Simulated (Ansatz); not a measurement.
## Σ5 (210) boundary in fcc Ag: structure and resistance

Wanted: what the Σ5 (210) boundary in fcc Ag costs an interconnect.

Calculated with Ansatz 0.2.0; Ansatz plane-wave DFT, PBE, PAW files; relaxation of a bicrystal slab with its lowest layers held; PAW set soft_1, in the first sound run; inputs show where later runs differ.

## 1. Starting point

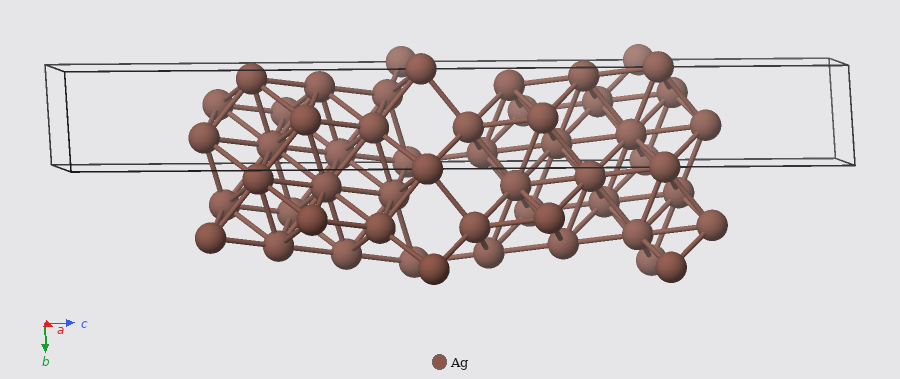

The starting structure, seen from the side, with the c axis across the page (silver brown). 1×2×1 cells are drawn. Some periodic images of atoms are drawn too.

The cell holds 21 atoms: 21 Ag. Its edges and angles: a = 5.005 Å, b = 4.086 Å, c = 30.188 Å, α = 90.0°, β = 90.0°, γ = 65.9°. It derives from Ag. built on the (2 1 0) plane; 2 overlapping atoms removed and the grains opened by 0 Å. Vacuum lies along c.

## 2. Relaxing the bicrystal

The boundary is built by mirroring the lower grain in the boundary plane and removing any atoms that overlap. A thin bicrystal slab is relaxed first, with the lowest layers held and the upper grain free to shift and open.

input.yaml

```yaml
crystal:
  lattice:
    - [5.0045524935, 0.0, 0.0]
    - [1.6681841645, 3.7301731908, 0.0]
    - [0.0, 0.0, 30.187744037]
  atoms:
    - { symbol: Ag, position: [0.6000000001, 0.6999999999, 0.165630131] }
    - { symbol: Ag, position: [0.2000000001, 0.3999999999, 0.1958974506] }
    - { symbol: Ag, position: [0.8000000001, 0.0999999999, 0.2261647702] }
    - { symbol: Ag, position: [0.4000000001, 0.7999999999, 0.2564320898] }
    - { symbol: Ag, position: [1.0e-10, 0.4999999999, 0.2866994094] }
    - { symbol: Ag, position: [0.6000000001, 0.2, 0.3169667291] }
    - { symbol: Ag, position: [0.2, 0.9, 0.3472340487] }
    - { symbol: Ag, position: [0.8, 0.6, 0.3775013683] }
    - { symbol: Ag, position: [0.4, 0.3, 0.4077686879] }
    - { symbol: Ag, position: [0.0, 0.0, 0.4380360075] }
    - { symbol: Ag, position: [0.8, 0.6, 0.4985706467] }
    - { symbol: Ag, position: [0.2, 0.9, 0.5288379663] }
    - { symbol: Ag, position: [0.6000000001, 0.2, 0.5591052859] }
    - { symbol: Ag, position: [1.0e-10, 0.4999999999, 0.5893726055] }
    - { symbol: Ag, position: [0.4000000001, 0.7999999999, 0.6196399251] }
    - { symbol: Ag, position: [0.8000000001, 0.0999999999, 0.6499072447] }
    - { symbol: Ag, position: [0.2000000001, 0.3999999999, 0.6801745643] }
    - { symbol: Ag, position: [0.6000000001, 0.6999999999, 0.710441884] }
    - { symbol: Ag, position: [1.0e-10, 0.9999999999, 0.7407092036] }
    - { symbol: Ag, position: [0.4000000001, 0.2999999999, 0.7709765232] }
    - { symbol: Ag, position: [0.8000000002, 0.5999999999, 0.8012438428] }
kpoints:
  mp_grid: { grid: [6, 6, 1] }
hamiltonian:
  xc: pbe
  pseudopotentials: { kind: paw, azcp: { folder: soft_1 } }
scf:
  occupations: { method: fermi_dirac, width: 0.1 }
relax:
  f_tol: 0.03
  max_steps: 80
  constraints: [{ sites: [0, 1, 2, 3] }]
```

Run with:

```
> ansatz run input.yaml --threads 4 --pin off --max-ram 15360MiB --backend cpu --events-out ev --progress --plain --runs-dir out
```

Numbers of over 12 decimals in the logs are rounded to 6 here.

The log of the run:

```text
Engine: ansatz 0.2.0, aarch64-unknown-linux-gnu
Pseudopotentials: kind: paw
Pseudopotential: Ag, paw, valence charge 19, recommended cutoff 420 eV (normal), soft_1/Ag.paw.azcp
Functional definition: PBE
  parameter kappa = 0.804
  parameter beta = 0.066725
  exchange = pbe_x(kappa = kappa, mu = beta*pi^2/3)
  correlation = pbe_c(beta = beta)
Crystal: 21 atoms, lattice volume = 563.540 Å³
Basis set: ecut = 420 eV, 11077 PW (Γ), exchange–correlation on 72×60×432 points (8 copies of the dense FFT grid, shifted against one another)
Bands: 240, of which v1, the nominal top of the filled ones, is band 200 counted from 1 (199 counted from 0)
Symmetry: 2 space group operations
Space group: Cm (ITA 8), of the structure as read, at distance tolerance 8.3e-5 Å
k-points: 13 of 36 (time reversal used)
Non-local potential: Ag, projectors of the file, l = 0: 3, l = 1: 2, l = 2: 2, l = 3: 1
PAW form: soft (Blöchl's): semilocal exchange-correlation on the pseudo side does not see the compensation charge
PAW one-centre angular grid: Ag, 590 points (default); XC on 64 Gauss nodes
Initial density: superposition of atomic densities (neutral atoms: chi_scale 0, normalization atom)
Initial wavefunctions: pseudopotential atomic-orbital guess
Functional: x = pbe(κ = 0.804, μ = 0.219515), c = pbe(β = 0.066725)
SCF iter   1: F=—  HF=-159404.384754 eV  |F-HF|=—  |Δ(HF+E_count)|=         —  Δρ=5.17e-2  dr2=1.76e1  ethr=3.10e-3  ⟨swp⟩=6.3  Hψ=11110  notcnv=0  defer=113
preconditioner: auto → LDOS  [metal: Δε(μ)=0.070 eV  Ē_g=9.280 eV  σ=0.100 eV  W_gap=0.17  n_scr=146 (ndim 8)  ℏωp=23.8 eV  f_vac=0.314  D(μ)=6.63/eV (n_scr^D=24)  β→1.0]
SCF iter   2: F=—  HF=-159407.543067 eV  |F-HF|=—  |Δ(HF+E_count)|=    3.16e0  Δρ=7.34e-2  dr2=2.47e1  ethr=3.10e-3  ⟨swp⟩=2.4  Hψ=6393  notcnv=0  defer=334
SCF iter   3: F=—  HF=-159399.940351 eV  |F-HF|=—  |Δ(HF+E_count)|=    7.60e0  Δρ=1.11e-2  dr2=4.77e-1  ethr=3.10e-3  ⟨swp⟩=2.8  Hψ=5701  notcnv=0  defer=344
SCF iter   4: F=—  HF=-159399.848898 eV  |F-HF|=—  |Δ(HF+E_count)|=   9.15e-2  Δρ=1.56e-3  dr2=1.28e-2  ethr=1.20e-4  ⟨swp⟩=2.0  Hψ=6113  notcnv=0  defer=344
SCF iter   5: F=—  HF=-159399.847684 eV  |F-HF|=—  |Δ(HF+E_count)|=   1.21e-3  Δρ=7.23e-4  dr2=2.47e-3  ethr=3.22e-6  ⟨swp⟩=2.5  Hψ=5405  notcnv=0  defer=339
SCF iter   6: F=—  HF=-159399.847622 eV  |F-HF|=—  |Δ(HF+E_count)|=   6.27e-5  Δρ=1.44e-4  dr2=1.06e-4  ethr=6.20e-7  ⟨swp⟩=2.0  Hψ=4276  notcnv=0  defer=339
SCF iter   7: F=—  HF=-159399.847666 eV  |F-HF|=—  |Δ(HF+E_count)|=   4.40e-5  Δρ=6.81e-5  dr2=2.87e-5  ethr=2.66e-8  ⟨swp⟩=2.0  Hψ=5209  notcnv=0  defer=339
SCF iter   8: F=-159399.847663 eV  HF=-159399.847663 eV  |F-HF|=3.17e-7  |Δ(HF+E_count)|=   2.46e-6  Δρ=1.61e-5  dr2=1.40e-6  ethr=5.64e-9  ⟨swp⟩=4.0  Hψ=9733  notcnv=0
SCF 1 converged in 8 iterations: F = -159399.847663 eV  dr2 = 1.40e-6
  greatest PAW one-centre occupation: 1.001 electrons in one spin orbital (limit 2), on the Ag atom at site 5 (counted from 0), in its partial waves of l = 0
relax step   1: F+E_penalty+E_count = -159399.84766299 eV  Δ(F+E_penalty+E_count) = +0.000e0 eV  max|allowed force component| = 4.395e-1 eV/Å  Δτ_max = 0.0000 Å  (8 SCF iters, dr2 threshold 2.25e-5 eV, accepted)
Initial density: handed on by an earlier stage of this run
Initial wavefunctions: those handed on with the density
iter 1 solved again at ethr=3.23e-5 eV; its pass at ethr=3.10e-3 eV (dr2=1.29e-1 eV) is discarded
SCF iter   1: F=—  HF=-159400.098740 eV  |F-HF|=—  |Δ(HF+E_count)|=         —  Δρ=4.60e-3  dr2=1.20e-1  ethr=3.23e-5  ⟨swp⟩=2.0  Hψ=11496  notcnv=0  defer=323
preconditioner: auto → LDOS  [metal: Δε(μ)=0.061 eV  Ē_g=9.581 eV  σ=0.100 eV  W_gap=0.15  n_scr=146 (ndim 8)  ℏωp=23.8 eV  f_vac=0.307  D(μ)=6.10/eV (n_scr^D=18)  β→1.0]
SCF iter   2: F=—  HF=-159400.093360 eV  |F-HF|=—  |Δ(HF+E_count)|=   5.38e-3  Δρ=3.58e-3  dr2=1.63e-1  ethr=3.00e-5  ⟨swp⟩=2.0  Hψ=5297  notcnv=0  defer=323
SCF iter   3: F=—  HF=-159400.062312 eV  |F-HF|=—  |Δ(HF+E_count)|=   3.10e-2  Δρ=4.52e-4  dr2=2.74e-3  ethr=3.00e-5  ⟨swp⟩=2.0  Hψ=4473  notcnv=0  defer=323
SCF iter   4: F=—  HF=-159400.062408 eV  |F-HF|=—  |Δ(HF+E_count)|=   9.65e-5  Δρ=4.43e-4  dr2=1.15e-3  ethr=6.86e-7  ⟨swp⟩=2.0  Hψ=5482  notcnv=0  defer=334
SCF iter   5: F=—  HF=-159400.062093 eV  |F-HF|=—  |Δ(HF+E_count)|=   3.15e-4  Δρ=5.86e-5  dr2=2.28e-5  ethr=2.89e-7  ⟨swp⟩=2.0  Hψ=5162  notcnv=0  defer=334
SCF iter   6: F=-159400.062093 eV  HF=-159400.062093 eV  |F-HF|=2.09e-7  |Δ(HF+E_count)|=   5.00e-7  Δρ=1.41e-5  dr2=1.17e-6  ethr=3.03e-9  ⟨swp⟩=4.5  Hψ=9985  notcnv=0
SCF 2 converged in 6 iterations: F = -159400.062093 eV  dr2 = 1.17e-6
  greatest PAW one-centre occupation: 1.001 electrons in one spin orbital (limit 2), on the Ag atom at site 14 (counted from 0), in its partial waves of l = 0
relax step   2: F+E_penalty+E_count = -159400.06209260 eV  Δ(F+E_penalty+E_count) = -2.144e-1 eV  max|allowed force component| = 2.955e-1 eV/Å  Δτ_max = 0.1965 Å  (6 SCF iters, dr2 threshold 1.21e-5 eV, accepted)
SCF iter   1: F=—  HF=-159400.129682 eV  |F-HF|=—  |Δ(HF+E_count)|=         —  Δρ=2.94e-3  dr2=5.41e-2  ethr=1.09e-4  ⟨swp⟩=5.2  Hψ=6845  notcnv=0  defer=290
preconditioner: auto → LDOS  [metal: Δε(μ)=0.045 eV  Ē_g=9.576 eV  σ=0.100 eV  W_gap=0.11  n_scr=146 (ndim 8)  ℏωp=23.8 eV  f_vac=0.308  D(μ)=6.03/eV (n_scr^D=14)  β→1.0]
SCF iter   2: F=—  HF=-159400.123040 eV  |F-HF|=—  |Δ(HF+E_count)|=   6.64e-3  Δρ=2.28e-3  dr2=4.52e-2  ethr=1.36e-5  ⟨swp⟩=2.0  Hψ=5943  notcnv=0  defer=337
SCF iter   3: F=—  HF=-159400.111355 eV  |F-HF|=—  |Δ(HF+E_count)|=   1.17e-2  Δρ=2.79e-4  dr2=7.24e-4  ethr=1.13e-5  ⟨swp⟩=2.0  Hψ=4510  notcnv=0  defer=337
SCF iter   4: F=—  HF=-159400.111398 eV  |F-HF|=—  |Δ(HF+E_count)|=   4.25e-5  Δρ=2.79e-4  dr2=4.05e-4  ethr=1.81e-7  ⟨swp⟩=3.0  Hψ=6366  notcnv=0  defer=337
SCF iter   5: F=—  HF=-159400.111284 eV  |F-HF|=—  |Δ(HF+E_count)|=   1.14e-4  Δρ=3.16e-5  dr2=1.27e-5  ethr=1.01e-7  ⟨swp⟩=2.0  Hψ=5131  notcnv=0  defer=337
SCF iter   6: F=-159400.111283 eV  HF=-159400.111283 eV  |F-HF|=9.46e-8  |Δ(HF+E_count)|=   3.99e-7  Δρ=8.57e-6  dr2=4.92e-7  ethr=1.37e-9  ⟨swp⟩=4.1  Hψ=9659  notcnv=0
SCF 3 converged in 6 iterations: F = -159400.111283 eV  dr2 = 4.92e-7
  greatest PAW one-centre occupation: 1.001 electrons in one spin orbital (limit 2), on the Ag atom at site 9 (counted from 0), in its partial waves of l = 0
relax step   3: F+E_penalty+E_count = -159400.11128329 eV  Δ(F+E_penalty+E_count) = -4.919e-2 eV  max|allowed force component| = 1.174e-1 eV/Å  Δτ_max = 0.1175 Å  (6 SCF iters, dr2 threshold 5.46e-6 eV, accepted)
[... from here on, the SCF cycles and remarks between the steps are left out ...]
relax step   4: F+E_penalty+E_count = -159400.15703523 eV  Δ(F+E_penalty+E_count) = -4.575e-2 eV  max|allowed force component| = 4.520e-2 eV/Å  Δτ_max = 0.2000 Å  (6 SCF iters, dr2 threshold 2.17e-6 eV, accepted)
relax step   5: F+E_penalty+E_count = -159400.17127098 eV  Δ(F+E_penalty+E_count) = -1.424e-2 eV  max|allowed force component| = 7.270e-2 eV/Å  Δτ_max = 0.1567 Å  (7 SCF iters, accepted)
relax step   6: F+E_penalty+E_count = -159400.18156445 eV  Δ(F+E_penalty+E_count) = -1.029e-2 eV  max|allowed force component| = 4.211e-2 eV/Å  Δτ_max = 0.1004 Å  (7 SCF iters, accepted)
relax step   7: F+E_penalty+E_count = -159400.19409180 eV  Δ(F+E_penalty+E_count) = -1.253e-2 eV  max|allowed force component| = 3.850e-2 eV/Å  Δτ_max = 0.1954 Å  (8 SCF iters, accepted)
relax step   8: F+E_penalty+E_count = -159400.20075010 eV  Δ(F+E_penalty+E_count) = -6.658e-3 eV  max|allowed force component| = 6.128e-2 eV/Å  Δτ_max = 0.1967 Å  (8 SCF iters, accepted)
relax step   9: F+E_penalty+E_count = -159400.20278620 eV  Δ(F+E_penalty+E_count) = -2.036e-3 eV  max|allowed force component| = 1.123e-1 eV/Å  Δτ_max = 0.1945 Å  (6 SCF iters, dr2 threshold 3.14e-6 eV, accepted)
relax step  10: F+E_penalty+E_count = -159400.20481055 eV  Δ(F+E_penalty+E_count) = -2.024e-3 eV  max|allowed force component| = 3.579e-2 eV/Å  Δτ_max = 0.0643 Å  (6 SCF iters, dr2 threshold 1.26e-5 eV, accepted)
SCF iter   1: F=—  HF=-159400.205977 eV  |F-HF|=—  |Δ(HF+E_count)|=         —  Δρ=5.78e-4  dr2=1.95e-3  ethr=6.43e-6  ⟨swp⟩=3.0  Hψ=5597  notcnv=0  defer=334
preconditioner: auto → LDOS  [metal: Δε(μ)=0.048 eV  Ē_g=9.586 eV  σ=0.100 eV  W_gap=0.12  n_scr=146 (ndim 8)  ℏωp=23.8 eV  f_vac=0.309  D(μ)=5.87/eV (n_scr^D=12)  β→1.0]
SCF iter   2: F=—  HF=-159400.205571 eV  |F-HF|=—  |Δ(HF+E_count)|=   4.05e-4  Δρ=4.32e-4  dr2=1.01e-3  ethr=4.89e-7  ⟨swp⟩=2.0  Hψ=5830  notcnv=0  defer=334
SCF iter   3: F=—  HF=-159400.205172 eV  |F-HF|=—  |Δ(HF+E_count)|=   4.00e-4  Δρ=3.33e-5  dr2=1.18e-5  ethr=2.54e-7  ⟨swp⟩=2.0  Hψ=5029  notcnv=0  defer=334
SCF iter   4: F=—  HF=-159400.205204 eV  |F-HF|=—  |Δ(HF+E_count)|=   3.24e-5  Δρ=1.63e-5  dr2=1.54e-6  ethr=2.96e-9  ⟨swp⟩=3.2  Hψ=6155  notcnv=0  defer=334
SCF iter   5: F=—  HF=-159400.205204 eV  |F-HF|=—  |Δ(HF+E_count)|=   2.98e-7  Δρ=7.14e-6  dr2=2.42e-7  ethr=3.85e-10  ⟨swp⟩=2.1  Hψ=5185  notcnv=0  defer=334
SCF iter   6: F=-159400.205204 eV  HF=-159400.205204 eV  |F-HF|=2.15e-9  |Δ(HF+E_count)|=   5.57e-8  Δρ=1.22e-6  dr2=7.95e-9  ethr=2.51e-11  ⟨swp⟩=4.0  Hψ=9878  notcnv=0
SCF 11 converged in 6 iterations: F = -159400.205204 eV  dr2 = 7.95e-9
relax step  11: F+E_penalty+E_count = -159400.20520392 eV  Δ(F+E_penalty+E_count) = -3.934e-4 eV  max|allowed force component| = 3.148e-3 eV/Å  Δτ_max = 0.0168 Å  (6 SCF iters, accepted)
SCF converged after 6 iterations
Free energy (F): -159400.205204 eV
Harris-Foulkes:  -159400.205204 eV  (|F-HF|=2.15e-9)
Internal energy: -159400.011689 eV  (E = F + TS)
E sigma→0 (E₀):  -159400.108447 eV
Entropy (-TS):   -0.193515 eV (-9.215 meV/atom)
Fermi energy:    9.456448 eV
--- Per-component energies (eV) ---
  E_band       = -8006.768669
  E_kinetic    = 9818.403647
  E_local      = -452691.093863  (includes V_loc(G=0)·N_el)
  E_nonlocal   = 669.067283
  E_hartree    = 224463.814041
  E_xc         = -3332.449270
  E_vxc        = -4216.746740  (∫ρ·V_xc dr)
  E_paw        = -83069.652960  (= ΣΔE_a)
  E_vpaw       = -10514.042758  (= ΣTr[D̂ρ^β])
  E_aug_tail   = 0.007956  (compensation charges beyond the density's cutoff)
  E_ewald      = 144741.891477
  E_smearing   = -0.193515  (= −TS)
  E_closure    = 0.000000  (closes the sum)
  Σ components = -159400.205204   (vs F -159400.205204, Δ=0.00e0)
--- Forces (eV/Å), atoms counted from 1 ---
  atom   1  Ag    -0.03234181     0.01446370     0.21295956
  atom   2  Ag    -0.03493901     0.01562520    -0.14846051
  atom   3  Ag     0.05465463    -0.02444229    -0.18935786
  atom   4  Ag     0.01121459    -0.00501532     0.12799720
  atom   5  Ag     0.00037972    -0.00016982    -0.00010596
  atom   6  Ag     0.00019549    -0.00008743     0.00254590
  atom   7  Ag     0.00036865    -0.00016486     0.00071189
  atom   8  Ag    -0.00029836     0.00013343    -0.00100560
  atom   9  Ag    -0.00136049     0.00060843    -0.00219359
  atom  10  Ag     0.00159255    -0.00071221    -0.00293316
  atom  11  Ag     0.00314764    -0.00140767     0.00160735
  atom  12  Ag    -0.00209607     0.00093739     0.00174087
  atom  13  Ag    -0.00032527     0.00014547    -0.00070938
  atom  14  Ag    -0.00150672     0.00067382    -0.00090383
  atom  15  Ag     0.00102405    -0.00045797     0.00010114
  atom  16  Ag    -0.00057378     0.00025660     0.00046696
  atom  17  Ag     0.00017503    -0.00007828     0.00046482
  atom  18  Ag    -0.00009742     0.00004357    -0.00069339
  atom  19  Ag     0.00046702    -0.00020886    -0.00081340
  atom  20  Ag     0.00020577    -0.00009202    -0.00067729
  atom  21  Ag     0.00006481    -0.00002899    -0.00073138
  max |Σ_I F_I| component: 4.90e-5 eV/Å
--- Relaxed structure (11 steps of the walk, 11 accepted, 0 SCFs on fresh bases) ---
  F+E_penalty+E_count = -159400.20520392 eV   max|allowed force component| = 3.148e-3 eV/Å
  atoms:
    - { symbol: Ag, position: [0.600000, 0.69999999995, 0.165630131] }
    - { symbol: Ag, position: [0.200000, 0.39999999995, 0.195897] }
    - { symbol: Ag, position: [0.8000000001, 0.100000, 0.226165] }
    - { symbol: Ag, position: [0.400000, 0.800000, 0.256432] }
    - { symbol: Ag, position: [0.00242656, 0.498787, 0.289103] }
    - { symbol: Ag, position: [0.607136, 0.196432, 0.320016] }
    - { symbol: Ag, position: [0.213764, 0.893118, 0.350095] }
    - { symbol: Ag, position: [0.807111, 0.596445, 0.382763] }
    - { symbol: Ag, position: [0.419931, 0.290035, 0.417459] }
    - { symbol: Ag, position: [0.022477, -0.011239, 0.439432] }
    - { symbol: Ag, position: [0.627659, 0.686170, 0.483361] }
    - { symbol: Ag, position: [0.024602, 0.987699, 0.527293] }
    - { symbol: Ag, position: [0.422089, 0.288956, 0.549371] }
    - { symbol: Ag, position: [-0.190819, 0.595409, 0.584050] }
    - { symbol: Ag, position: [0.215457, 0.892271, 0.616541] }
    - { symbol: Ag, position: [0.610121, 0.194940, 0.646868] }
    - { symbol: Ag, position: [0.0037518, 0.498124, 0.678054] }
    - { symbol: Ag, position: [0.401219, 0.799391, 0.709122] }
    - { symbol: Ag, position: [-0.194857, 1.097429, 0.742124] }
    - { symbol: Ag, position: [0.197199, 0.401401, 0.772284] }
    - { symbol: Ag, position: [0.592062, 0.703969, 0.799002] }
```

The job ended after 9 min (4 threads of Arm Neoverse V1, shared host; peak memory 3.1 GiB).

The steps of the relaxation:

```csv
step,energy less that of the first step (eV),largest force component (eV/Å)
1,0.0000,0.4395
2,-0.2144,0.2955
3,-0.2636,0.1174
4,-0.3094,0.0452
5,-0.3236,0.0727
6,-0.3339,0.0421
7,-0.3464,0.0385
8,-0.3531,0.0613
9,-0.3551,0.1123
10,-0.3571,0.0358
11,-0.3575,0.0031
```

Forces are held to the 2 operations that the run works with; a distortion that breaks them can't arise in this run.

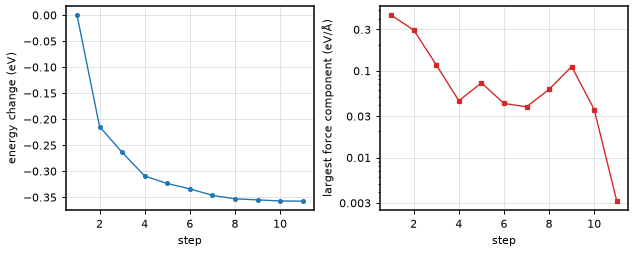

Energy and largest force along the relaxation.

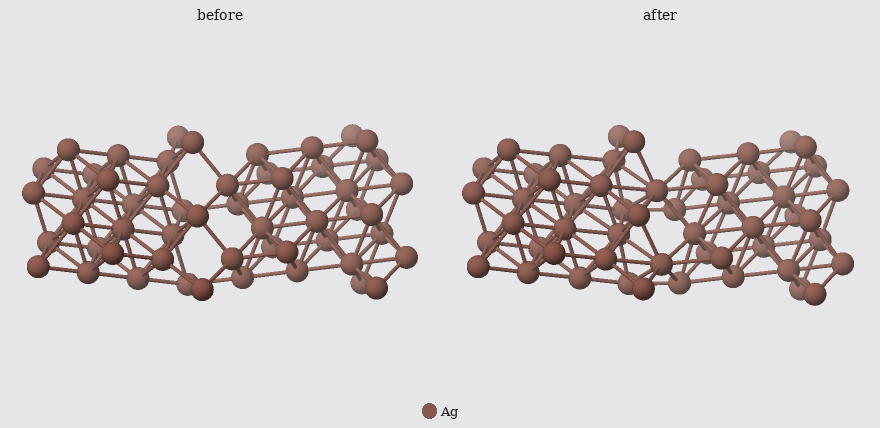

The structure before and after the relaxation, drawn at the same scale.

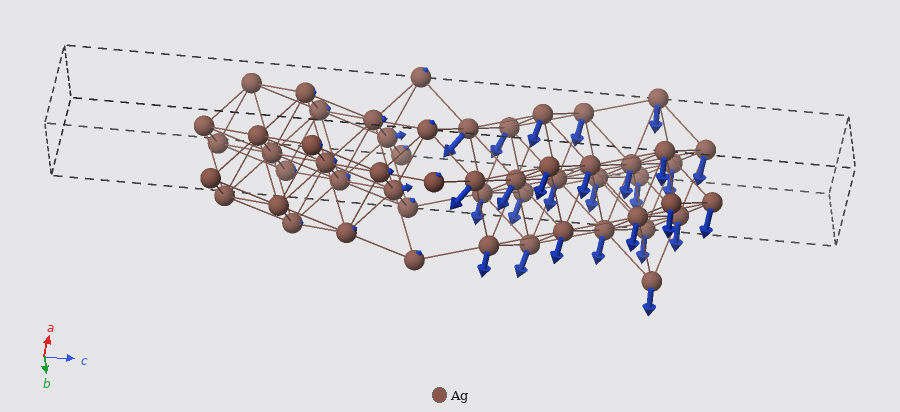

Displacements in the relaxation, exaggerated; the longest in the cell stands for 0.95 Å. 1×2×1 cells are drawn. Some periodic images of atoms are drawn too.

The atoms that moved most (Å):

```csv
atom,dx,dy,dz,length
Ag21,-0.867,0.388,-0.068,0.952
Ag20,-0.846,0.378,0.039,0.927
Ag11,-0.719,0.321,-0.459,0.911
Ag18,-0.829,0.371,-0.040,0.909
Ag17,-0.818,0.366,-0.064,0.899
Ag19,-0.813,0.363,0.043,0.891
Ag14,-0.796,0.356,-0.161,0.886
Ag16,-0.792,0.354,-0.092,0.872
```

Numbers from this step:

| Property | Result |
| --- | --- |
| free energy | -159400.2052 eV |
| energy at zero smearing | -159400.1084 eV |
| Fermi energy | 9.456 eV |

The largest force component on a free atom ends at 0.0031 eV/Å, under the tolerance of 0.03, after 11 steps.

[end of part 1 of 3]

[Logs are printed without paths, hosts, clocks, repeated set-up lines and the standing remarks that a program may print on its own settings, such as how far it seeks lower states.]

[Hosts, paths, dates, database ids (printed as entryN), source tags and the programs' standing remarks are cut or masked in the printed files.]
